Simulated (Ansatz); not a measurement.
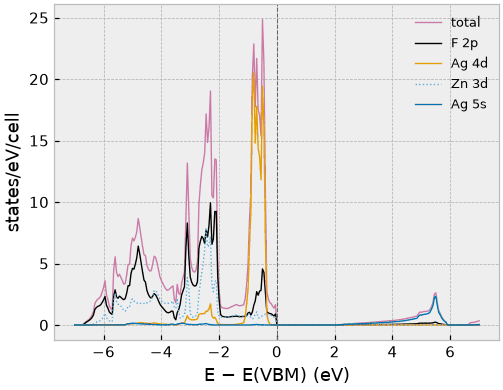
*Total and projected density of states of ZnAgF3 (cubic perovskite, space group No. 221), plane-wave PAW r²SCAN (Ansatz code)*

Task: Which orbitals carry the states next to the gap?

Result: Top 1 eV of the valence band: Ag 4d 77 %, F 2p 16 %, Zn 3d 7 %. Bottom 1 eV of the conduction band: Ag 5s 68 %, Zn 4s 12 %, F 2s 12 %, F 2p 7 %. Projections are on Löwdin-orthogonalised atomic valence shells; empty p or d shells of many metals are not among them.

Task: Where is the tallest occupied peak in this window, and what makes it?

Result: Near -0.5 eV, about 25 states/eV per cell; the largest projected share is Ag 4d.

Space group Pm-3m (cubic perovskite). The workflow started from an entry of the Crystallography Open Database (COD). Whether it is the stable phase at ambient conditions was not checked. The r²SCAN relaxation kept the symmetry of its start; whether a distortion lowers the energy is not shown. No spin polarisation was allowed. Spin–orbit coupling is left out wherever it is not named.

Potentials: the later of the program's two PAW sets.
